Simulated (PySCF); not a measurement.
ClH7O3Si4 (SMILES [SiH3]O[Si]1(Cl)O[SiH2][SiH2]O1)

```xyz
15

Si   -2.9020   -0.2185   -0.9287
O    -1.4402   -0.6811   -0.3776
Si   -0.3031   -0.5033    0.7309
Cl   -0.9151   -1.1326    2.5021
O     1.0048   -1.3234    0.2536
Si    2.4900   -0.6301    0.0319
Si    1.7523    1.5118    0.5492
O     0.1927    1.0353    0.8350
H    -3.8802   -0.5337    0.1105
H    -3.0315   -1.0371   -2.1292
H    -2.8553    1.2166   -1.2011
H     3.3295   -1.3557    0.9891
H     2.8128   -0.9810   -1.3526
H     2.1439    2.1282    1.8193
H     1.5969    2.5128   -0.5091
```

Geometry: GFN2-xTB.

Theory: PySCF 2.14.0, CAM-B3LYP/def2-SVPD, SCF density, gas phase.

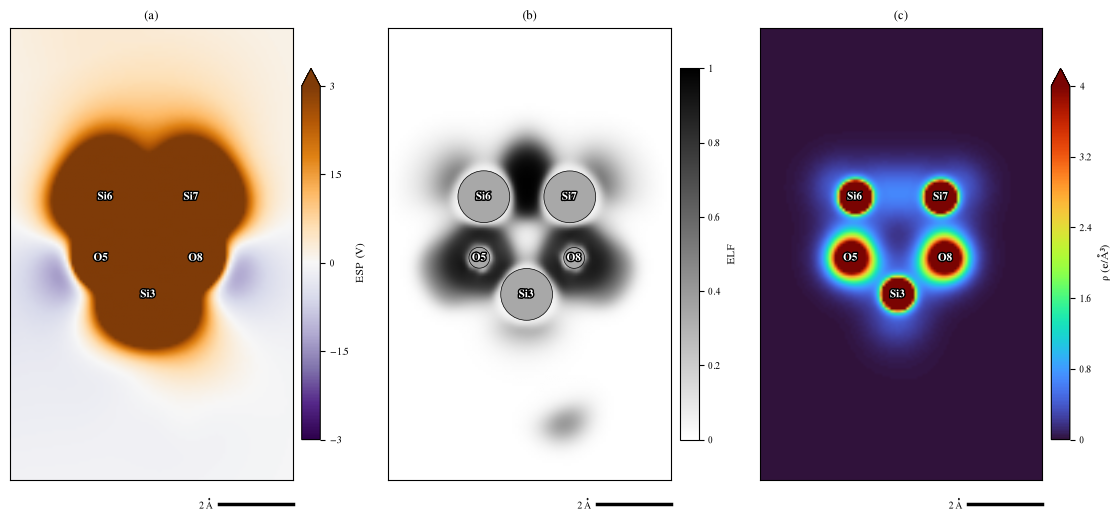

Figure 1. (a) electrostatic potential; (b) ELF; (c) total electron density on the plane of atoms Si3, O5 and Si6. Grey discs cover the atomic cores in the ELF map.

**Read the bonding off the picture.**

- Atoms in the plane: Si and O.
- Si–O (1.62 Å): the density is about 1.2 e/Å³ at the midpoint; the ELF peaks at about 0.85 between the atoms: a polar covalent bond.
- Si–Si (2.32 Å): ρ at the midpoint is about 0.67 e/Å³; the ELF peaks at about 1 between the atoms (a shared electron pair).
- Si–O (1.65 Å): ρ at the midpoint is about 1.1 e/Å³; the ELF peaks at about 0.85 between the atoms, as expected for a polar covalent bond.
- The ELF also peaks beside O5 and O8, away from the bonds: lone-pair regions.
- Outside the dense part of the molecule the potential is most negative (−1.3 V) near O5.

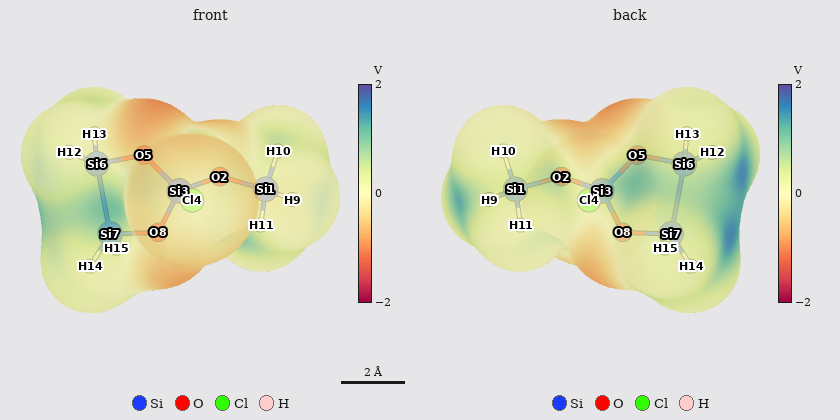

Figure 2. The electrostatic potential painted on the density surface at 0.001 e/bohr³, seen from the front and from behind; the colour scale runs from red (negative) to blue (positive).

**Which sites attract a positive test charge, and which a negative one?**

A positive charge is drawn to the negative regions and a negative charge to the positive ones. The most negative region (about −0.9 V) lies over O5, the most positive (about +1.6 V) over Si6 and Si7.
